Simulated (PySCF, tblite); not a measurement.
**C2H10NSi2 radical, a small gas-phase stand-in for a defect centre (Si site with back bonds C, C[SiH3], [H]): EPR parameters**

What EPR parameters should one expect for `C[SiH]([NH])C[SiH3]`? It is drawn as: nitrogen radical.

Programs: tblite 0.8.0 and PySCF 2.14.0. All values are calculated, for the isolated system unless a continuum is named. Atoms count from 0, parts from 1.

### Step 1. The system as given

15 atoms, charge 0, multiplicity 2; geometry: distance geometry start.

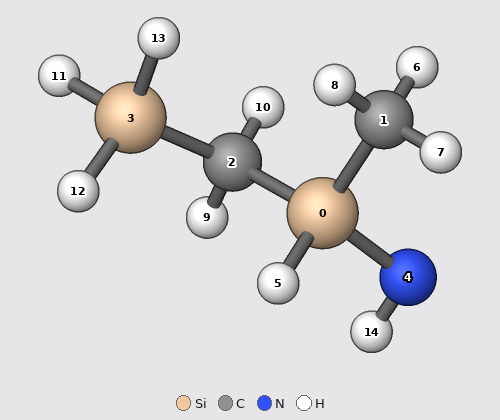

The starting geometry (silicon light orange, carbon grey, nitrogen blue, hydrogen white), atoms numbered.

### Step 2. Relaxing the cluster with GFN2-xTB

The job: settings as JSON, then the geometry in Å.

```
{"job": {"kind": "relax", "xc": "GFN2-xTB", "basis": "xTB"}, "charge": 0, "multiplicity": 2}
Si    -0.791890     0.533823     0.304413
C     -1.653166    -1.128647     0.213215
C      0.740007     0.577736    -0.714512
Si     2.038086    -0.480552     0.039791
N     -1.905270     1.808517    -0.227262
H     -0.479795     0.823483     1.738550
H     -1.895515    -1.367854    -0.822728
H     -2.597943    -1.082870     0.765221
H     -1.036893    -1.906245     0.637867
H      1.119484     1.626478    -0.785683
H      0.527006     0.281696    -1.718947
H      3.260902    -0.441305    -0.808907
H      2.484441    -0.053362     1.383426
H      1.624506    -1.921286     0.079285
H     -1.416082     2.704103    -0.066971
```

Level: GFN2-xTB geometry optimisation, gas phase.

Started as:

```console
$ OMP_NUM_THREADS=1 python cluster_run.py task.json out
```

The driver reads the jobs from task.json and runs them one after another.

The log of the run:

```text
step      E/eV     max force
  0    -426.09997    3.618
  1    -426.40107    1.536
  2    -426.46793    0.830
  3    -426.49070    0.588
  4    -426.52755    0.555
  5    -426.55290    0.725
  6    -426.58868    0.705
  7    -426.60757    0.386
  8    -426.62246    0.283
  9    -426.63050    0.330
 10    -426.64084    0.331
 11    -426.64744    0.230
 12    -426.65187    0.161
 13    -426.65501    0.169
 14    -426.65805    0.159
 15    -426.66026    0.172
 16    -426.66220    0.162
 17    -426.66379    0.109
 18    -426.66533    0.080
 19    -426.66665    0.101
 20    -426.66809    0.096
 21    -426.66938    0.091
 22    -426.67074    0.089
 23    -426.67241    0.093
 24    -426.67430    0.107
 25    -426.67565    0.111
 26    -426.67632    0.084
 27    -426.67681    0.054
 28    -426.67745    0.093
 29    -426.67840    0.119
 30    -426.67963    0.110
 31    -426.68081    0.085
 32    -426.68174    0.064
 33    -426.68243    0.066
 34    -426.68290    0.057
 35    -426.68326    0.050
 36    -426.68357    0.036
 37    -426.68379    0.078
 38    -426.68398    0.046
 39    -426.68413    0.036
 40    -426.68430    0.041
 41    -426.68448    0.042
 42    -426.68471    0.047
 43    -426.68490    0.039
 44    -426.68507    0.032
 45    -426.68525    0.046
 46    -426.68545    0.051
 47    -426.68563    0.033
 48    -426.68576    0.034
 49    -426.68587    0.036
 50    -426.68601    0.049
 51    -426.68616    0.050
 52    -426.68625    0.030
 53    -426.68631    0.023
 54    -426.68636    0.024
 55    -426.68644    0.034
 56    -426.68654    0.041
 57    -426.68664    0.030
 58    -426.68671    0.021
 59    -426.68678    0.023
 60    -426.68686    0.029
 61    -426.68693    0.027
 62    -426.68698    0.020
 63    -426.68701    0.018
 64    -426.68705    0.020
 65    -426.68713    0.030
 66    -426.68719    0.025
 67    -426.68723    0.010
 68    -426.68724    0.008
```

Wall time 3.2 s (1 thread of Intel Xeon 6975P-C, shared host).

The steps of the relaxation: (not every step is listed)

```
step  energy from step 0 (eV)  largest force (eV/Å)
   0                   0.0000                3.6176
   2                  -0.3680                0.8300
   4                  -0.4276                0.5557
   6                  -0.4887                0.7048
   8                  -0.5225                0.2832
  10                  -0.5409                0.3307
  12                  -0.5519                0.1612
  14                  -0.5581                0.1595
  16                  -0.5622                0.1619
  20                  -0.5681                0.0965
  24                  -0.5743                0.1067
  28                  -0.5775                0.0936
  32                  -0.5818                0.0640
  36                  -0.5836                0.0359
  40                  -0.5843                0.0413
  44                  -0.5851                0.0320
  48                  -0.5858                0.0343
  52                  -0.5863                0.0300
  56                  -0.5866                0.0410
  58                  -0.5867                0.0208
  60                  -0.5869                0.0287
  62                  -0.5870                0.0201
  64                  -0.5871                0.0201
  66                  -0.5872                0.0242
  68                  -0.5873                0.0078
```

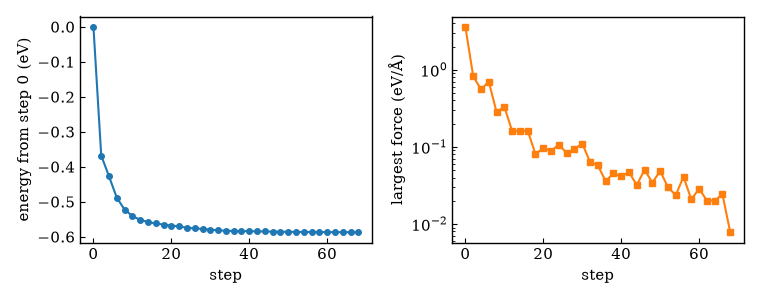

Energy and largest force along the relaxation.

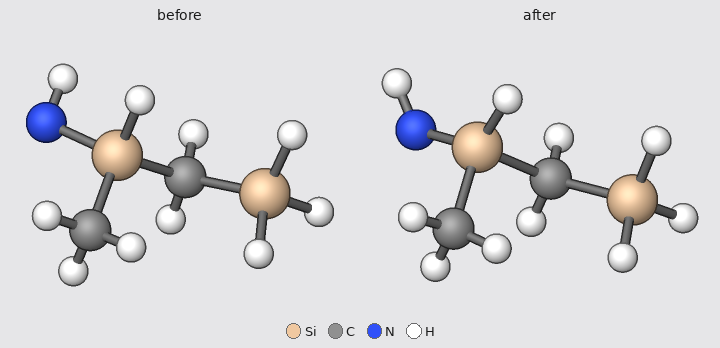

The geometry before (left) and after (right).

Distances of close pairs at the start and the end, largest changes first:

```csv
bond,before (Å),after (Å),change (Å)
Si0–N4,1.774,1.656,-0.118
Si0–C2,1.840,1.957,+0.117
C2–Si3,1.837,1.891,+0.054
Si0–C1,1.875,1.913,+0.039
Si3–H13,1.499,1.464,-0.035
C2–H9,1.118,1.086,-0.031
N4–H14,1.033,1.007,-0.026
Si0–H5,1.496,1.472,-0.024
```

### Step 3. Optimising the geometry at PBE0-D3(BJ)/def2-SVP

The job: settings as JSON, then the geometry in Å.

```
{"job": {"xc": "PBE0", "basis": "def2-SVP", "d3": "d3bj", "grid": 2, "kind": "geom", "shake": 0.01}, "charge": 0, "multiplicity": 2}
Si    -0.810744     0.665819     0.432321
C     -1.626980    -1.040198     0.193444
C      0.763628     0.550437    -0.677471
Si     2.146090    -0.588218     0.036681
N     -1.747904     1.782175    -0.421022
H     -0.396419     0.831322     1.824674
H     -1.861502    -1.200164    -0.844564
H     -2.516249    -1.077897     0.774574
H     -0.950166    -1.811701     0.545662
H      1.157200     1.564818    -0.755450
H      0.456858     0.232722    -1.648470
H      3.286524    -0.517349    -0.839127
H      2.468182    -0.138832     1.372858
H      1.622282    -1.972494     0.096826
H     -2.001726     2.694188    -0.076265
```

The log of the run:

```text
step   0  E = -715.23481685  max force = 0.044292
step   1  E = -715.24748233  max force = 0.005705
step   2  E = -715.24824770  max force = 0.003422
step   3  E = -715.24852950  max force = 0.001466
step   4  E = -715.24859234  max force = 0.000927
step   5  E = -715.24861737  max force = 0.000263
step   6  E = -715.24863158  max force = 0.000478
step   7  E = -715.24866552  max force = 0.001130
step   8  E = -715.24870811  max force = 0.001628
step   9  E = -715.24874830  max force = 0.001354
step  10  E = -715.24877311  max force = 0.000542
step  11  E = -715.24878974  max force = 0.000381
step  12  E = -715.24880450  max force = 0.000754
step  13  E = -715.24883510  max force = 0.001102
step  14  E = -715.24885983  max force = 0.000885
step  15  E = -715.24887069  max force = 0.000427
optimisation converged
```

It took 2.9 min on 1 thread of Intel Xeon 6975P-C, shared host; peak memory 0.7 GiB.

Along the way:

```csv
step,energy from step 0 (eV),largest force component (eV/Å)
0,0.0000,2.2776
1,-0.3446,0.2934
2,-0.3655,0.1760
3,-0.3731,0.0754
4,-0.3749,0.0477
5,-0.3755,0.0135
6,-0.3759,0.0246
7,-0.3768,0.0581
8,-0.3780,0.0837
9,-0.3791,0.0696
10,-0.3798,0.0279
11,-0.3802,0.0196
12,-0.3806,0.0388
13,-0.3815,0.0567
14,-0.3821,0.0455
15,-0.3824,0.0220
```

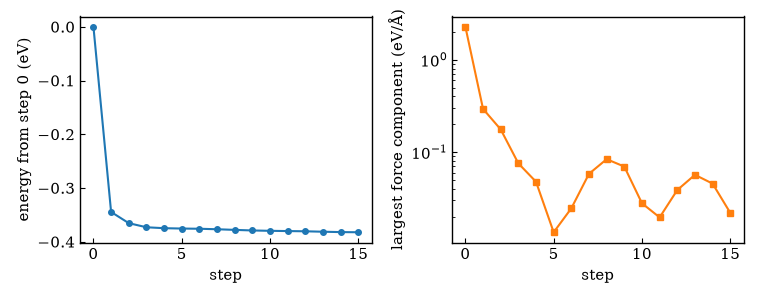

Energy and largest force along the relaxation.

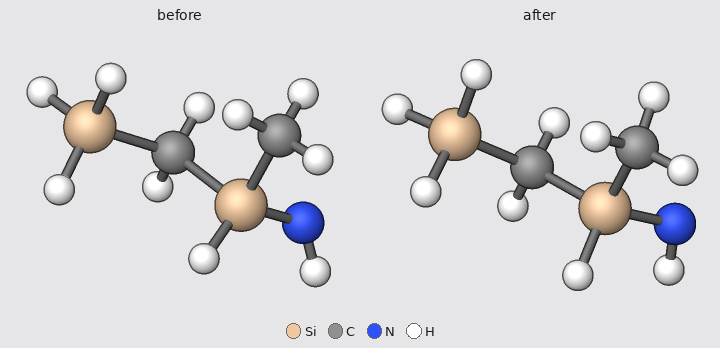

Before and after, at one scale.

Close pairs (by a distance rule), those that changed most:

```csv
bond,before (Å),after (Å),change (Å)
Si0–N4,1.689,1.768,+0.079
Si3–H11,1.440,1.496,+0.056
Si3–H12,1.446,1.496,+0.050
C2–Si3,1.928,1.881,-0.047
Si0–C2,1.930,1.886,-0.044
Si0–H5,1.462,1.503,+0.040
C1–H7,1.063,1.101,+0.038
Si0–C1,1.906,1.868,-0.038
```

The next job starts from the end point, and lists it.

```
                         at the end point                value
  point group (found at 0.08 Å tolerance)                   C1
rotational constants (GHz, main isotopes)  5.135, 1.635, 1.353
                        dipole moment (D)                 0.86
                                     ⟨S²⟩                0.754
```

### Step 4. g tensor and hyperfine couplings: B3LYP/IGLO-III+pcH-1

The job: settings as JSON, then the geometry in Å.

```
{"job": {"kind": "epr"}, "charge": 0, "multiplicity": 2}
Si    -0.842758     0.619146     0.309993
C     -1.595236    -1.090829     0.325258
C      0.798617     0.640399    -0.618743
Si     2.081390    -0.594908    -0.011665
N     -1.925903     1.694434    -0.583080
H     -0.604722     1.090671     1.716673
H     -1.712959    -1.466833    -0.702923
H     -2.591788    -1.068881     0.792932
H     -0.971484    -1.802984     0.887576
H      1.232060     1.653591    -0.556462
H      0.597559     0.443068    -1.686207
H      3.381984    -0.405066    -0.725900
H      2.320236    -0.425265     1.455500
H      1.615153    -1.995625    -0.249356
H     -1.793534     2.684369    -0.338640
```

Method: UKS B3LYP, IGLO-III on C N Si, pcH-1 on H, non-relativistic, mean-field spin-orbit, GIAO.

The log of the run:

```text
UKS, coarse grid
  cycle   1  E = -715.98741068  |g| = 3.97e-01
  cycle   2  E = -715.94879182  |g| = 4.81e-01
  cycle   3  E = -716.06164800  |g| = 4.91e-02
  cycle   4  E = -716.06261602  |g| = 2.55e-02
  cycle   5  E = -716.06290731  |g| = 9.89e-03
  cycle   6  E = -716.06295804  |g| = 2.82e-03
  cycle   7  E = -716.06296388  |g| = 1.30e-03
  cycle   8  E = -716.06296387  |g| = 4.68e-04
UKS, final grid
  cycle   1  E = -716.06295068  |g| = 5.81e-04
  cycle   2  E = -716.06295048  |g| = 8.70e-04
  cycle   3  E = -716.06295087  |g| = 6.93e-05
  cycle   4  E = -716.06295087  |g| = 3.69e-05
  cycle   5  E = -716.06295087  |g| = 2.16e-05
E = -716.06295087 Eh   <S^2> = 0.7537 (exact 0.7500)
g shifts (ppm)      1          2          3
  rmc          -196       -196       -196
  gc            -12         40         36
  oz_so          31       1743       7372
  total        -177       1587       7212
hyperfine (MHz)  atom isotope    a_iso     a_fc   dipolar eigenvalues
    0  29Si      41.19      41.28     -1.78     -0.44      2.21
    1   13C       2.56       2.56     -1.11     -1.00      2.11
    2   13C      33.73      33.74     -5.59     -5.37     10.95
    3  29Si      -8.86      -8.88     -4.11      1.92      2.19
    4   14N      26.12      26.01    -40.76    -40.02     80.78
    5    1H      25.62      25.63     -3.34     -2.75      6.09
    6    1H      -0.74      -0.75     -2.12     -1.99      4.11
    7    1H      -0.78      -0.79     -2.58     -2.02      4.61
    8    1H       1.30       1.30     -1.33     -1.16      2.50
    9    1H      -3.62      -3.61     -4.44     -1.32      5.76
   10    1H      -2.45      -2.45     -4.96     -1.17      6.13
   11    1H       8.03       8.03     -0.75     -0.35      1.11
   12    1H      -0.20      -0.20     -0.86     -0.47      1.33
   13    1H      -0.49      -0.49     -0.85     -0.53      1.38
   14    1H     -56.18     -56.35    -50.24     -7.96     58.19
```

Run time: 49 s. Hardware: 1 thread of Intel Xeon 6975P-C, shared host; peak memory 1 GiB.

Principal g values 2.00214, 2.00391, 2.00953; g(iso) = 2.00519, against 2.00232 for a free electron.

Hyperfine couplings, nucleus by nucleus at this fixed geometry (no averaging over rotations):

| nuclei | isotope | a(iso) (MHz) | a(iso) (G, at g = 2.0023) | largest dipolar term (MHz) |
| --- | --- | --- | --- | --- |
| H14 | 1H | -56.2 | -20.0 | 58.2 |
| Si0 | 29Si | 41.2 | 14.7 | 2.2 |
| C2 | 13C | 33.7 | 12.0 | 11.0 |
| N4 | 14N | 26.1 | 9.3 | 80.8 |
| H5 | 1H | 25.6 | 9.1 | 6.1 |
| Si3 | 29Si | -8.9 | -3.2 | -4.1 |
| H11 | 1H | 8.0 | 2.9 | 1.1 |
| H9 | 1H | -3.6 | -1.3 | 5.8 |
| C1 | 13C | 2.6 | 0.9 | 2.1 |
| H10 | 1H | -2.4 | -0.9 | 6.1 |
| H8 | 1H | 1.3 | 0.5 | 2.5 |
| H7 | 1H | -0.8 | -0.3 | 4.6 |
| H6 | 1H | -0.7 | -0.3 | 4.1 |
| H13 | 1H | -0.5 | -0.2 | 1.4 |

Mulliken spin populations:

Si0 -0.03; C1 0.00; C2 0.05; Si3 0.01; N4 0.98; H5 0.01; H6 0.00; H7 0.00; H8 0.00; H9 0.00; H10 0.00; H11 0.00; H12 0.00; H13 0.00; H14 -0.04

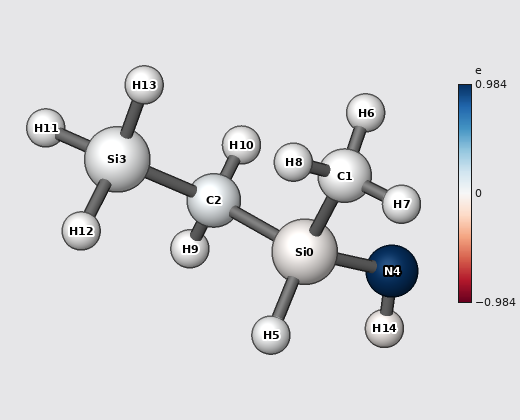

Mulliken spin populations, as colours on the atoms.

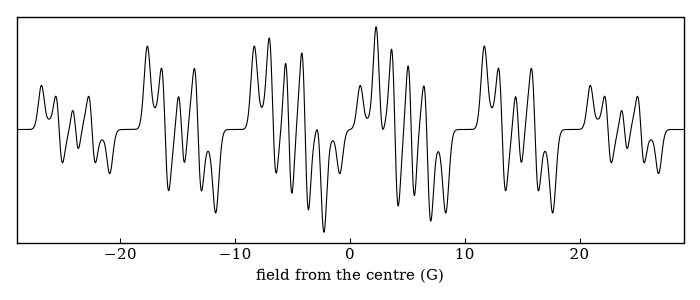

First-order isotropic spectrum (first derivative, main isotopes with spin only, couplings over 0.8 MHz, Gaussian width 0.3 G; couplings of the frozen geometry, rotation of groups not averaged beyond the rows shown).

Orbitals, density, ELF and potential are computed afterwards from the orbital file.

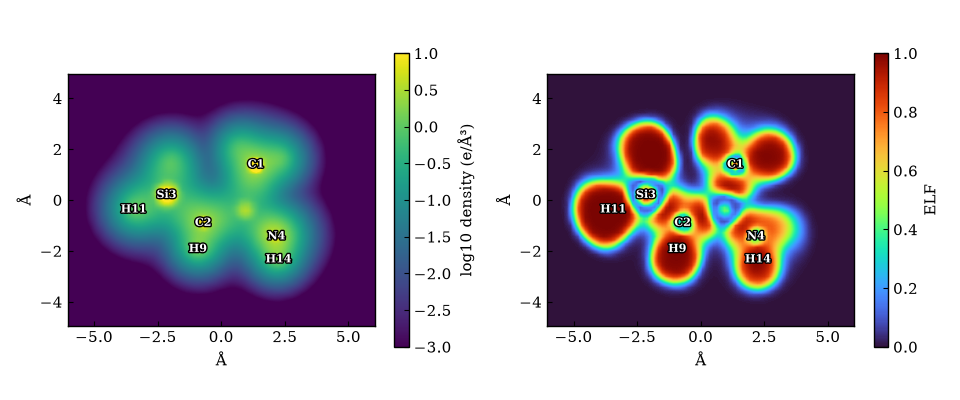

Density (left) and ELF (right) in a plane through or near 7 of the atoms.

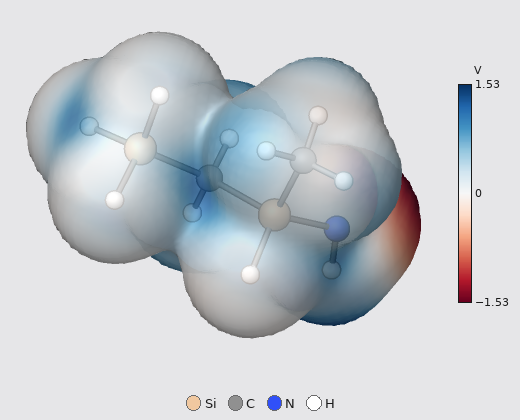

The potential that a unit positive charge feels on the 0.002 e/bohr³ surface, from -1.53 V near N4 to 1.43 V near H14.

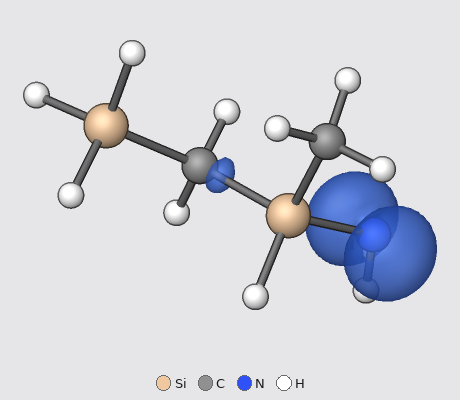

Spin density at ±0.06 e/Å³ (alpha excess blue, beta excess red).

### Step 5. EPR parameters: BHandHLYP/IGLO-III+pcH-1

Settings changed since step 4:

```diff
@@ -1,2 +1,2 @@
-{"job": {"kind": "epr"}, "charge": 0, "multiplicity": 2}
+{"job": {"kind": "epr", "xc": "BHandHLYP"}, "charge": 0, "multiplicity": 2}
 Si    -0.842758     0.619146     0.309993
```

Level: UKS BHandHLYP, IGLO-III on C N Si, pcH-1 on H, non-relativistic, mean-field spin-orbit, GIAO.

The log of the run:

```text
UKS, coarse grid
  cycle   1  E = -715.86703175  |g| = 2.92e-01
  cycle   2  E = -715.89956906  |g| = 2.25e-01
  cycle   3  E = -715.92342620  |g| = 4.58e-02
  cycle   4  E = -715.92515588  |g| = 1.76e-02
  cycle   5  E = -715.92543899  |g| = 7.91e-03
  cycle   6  E = -715.92549907  |g| = 2.83e-03
  cycle   7  E = -715.92551123  |g| = 1.13e-03
  cycle   8  E = -715.92551412  |g| = 6.34e-04
UKS, final grid
  cycle   1  E = -715.92550796  |g| = 5.14e-04
  cycle   2  E = -715.92550873  |g| = 4.58e-04
  cycle   3  E = -715.92550910  |g| = 3.28e-04
  cycle   4  E = -715.92551053  |g| = 1.58e-04
  cycle   5  E = -715.92551073  |g| = 9.70e-05
  cycle   6  E = -715.92551080  |g| = 3.65e-05
  cycle   7  E = -715.92551080  |g| = 1.09e-05
E = -715.92551080 Eh   <S^2> = 0.7549 (exact 0.7500)
g shifts (ppm)      1          2          3
  rmc          -197       -197       -197
  gc            -14         40         37
  oz_so          18       1666       7992
  total        -192       1509       7831
hyperfine (MHz)  atom isotope    a_iso     a_fc   dipolar eigenvalues
    0  29Si      46.39      46.48     -2.18     -0.07      2.25
    1   13C       1.88       1.88     -0.98     -0.86      1.84
    2   13C      30.91      30.92     -4.27     -4.06      8.33
    3  29Si      -7.61      -7.63     -3.10      1.43      1.68
    4   14N      35.22      35.11    -41.07    -40.29     81.36
    5    1H      20.02      20.02     -3.42     -2.93      6.36
    6    1H      -0.71      -0.72     -2.18     -2.03      4.20
    7    1H      -0.46      -0.46     -2.58     -2.14      4.71
    8    1H       0.49       0.49     -1.28     -1.21      2.49
    9    1H      -3.00      -3.00     -4.00     -1.61      5.60
   10    1H      -1.55      -1.55     -4.52     -1.52      6.04
   11    1H       5.20       5.20     -0.65     -0.39      1.04
   12    1H      -0.16      -0.16     -0.77     -0.50      1.27
   13    1H      -0.37      -0.37     -0.77     -0.54      1.31
   14    1H     -65.27     -65.44    -52.24     -8.34     60.58
```

Wall time 49 s (1 thread of Intel Xeon 6975P-C, shared host); peak memory 0.92 GiB.

In short: g(iso) 2.00537.

### Step 6. Run by run: EPR parameters

g, ⟨S²⟩ and isotropic hyperfine couplings (MHz), with basis size and wall time:

```csv
run,g(iso),⟨S²⟩,1H H14,29Si Si0,13C C2,14N N4,1H H5,functions,time
B3LYP/IGLO-III+pcH-1,2.00519,0.754,-56.2,41.2,33.7,26.1,25.6,293,49 s
BHandHLYP/IGLO-III+pcH-1,2.00537,0.755,-65.3,46.4,30.9,35.2,20.0,293,49 s
```

### Step 7. What came out

```
                                                                  quantity                 value
                                                               point group                    C1
                                      rotational constants (main isotopes)  5.13, 1.64, 1.35 GHz
                                                            g(iso) (B3LYP)               2.00519
                                                                      ⟨S²⟩    0.754 (exact 0.75)
                                                            largest a(iso)  1H on H14, -56.2 MHz
potential on the surface of density 0.002 e/bohr³, 1st and 99th percentile    -1.53 V and 1.43 V
```

The start of the PBE0/def2-SVP relaxation was shaken at random by about 0.01 Å, so part of the energy gained, and of the first lengths quoted, undoes that. Over 15 steps the energy fell by 0.382 eV; of the close pairs, Si0–N4 changed most, 1.689 to 1.768 Å (PBE0/def2-SVP). No frequency check was run at this level, so the end point may be a saddle. Most of the unpaired spin sits on N4 (0.98 e). The isotropic g lies 2.9 ppt above the free-electron value. The coupling of 1H on H14 runs from -65.3 (BHandHLYP/IGLO-III+pcH-1) to -56.2 MHz (B3LYP/IGLO-III+pcH-1). A capped cluster stands for the solid here, so long-range fields and strain are missing, and bands or shifts of the capping hydrogens have no counterpart in it.
